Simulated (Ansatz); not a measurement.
Reaction (SMILES): C(#N)[CH2] → 2 C atom + 2 H atom + N atom
B3LYP-D3(BJ)/def2-TZVP geometries, fixed; electronic energies without zero-point terms.
Largest species:
```xyz
5

C     -0.0090    -0.1659    -1.1772
C      0.0014     0.0261     0.1854
N      0.0103     0.1888     1.3399
H      0.9204    -0.2159    -1.7250
H     -0.9467    -0.2673    -1.7035
```
Charge 0, spin multiplicity 2.

Basis-set convergence of the atomisation energy at PBE0 with Ansatz (a program for electronic structure). Cartesian d functions, on some or all atoms, in 6-31G*, 6-31G**; all else is spherical. The program fits the integrals of some runs and decomposes those of others, by size. Open shells are unrestricted. No added dispersion term, no relativity. Functions are those of the species that has most. Reference: the value in aug-pcseg-3, 519.51 kcal/mol, itself unsure by roughly 0.20 kcal/mol (its mean distance from aug-cc-pVQZ, cc-pV5Z, def2-QZVPPD). Deviations are taken from unrounded values.

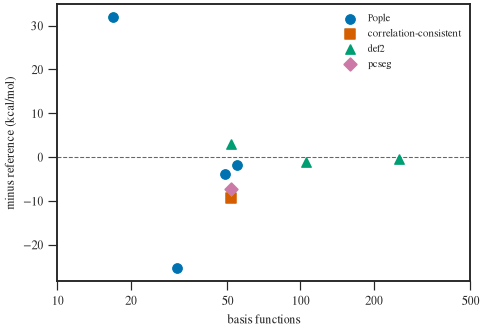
Figure. Deviation from the reference against the number of basis functions, by family of sets.

```tsv
basis	functions	atomisation energy (kcal/mol)	minus reference (kcal/mol)
STO-3G	17	551.48	31.98
6-31G	31	494.08	-25.43
6-31G*	49	515.70	-3.81
cc-pVDZ	52	510.24	-9.26
def2-SVP	52	522.60	3.09
pcseg-1	52	512.32	-7.18
6-31G**	55	517.62	-1.89
def2-TZVP	105	518.47	-1.04
def2-QZVPPD	255	519.06	-0.45
```
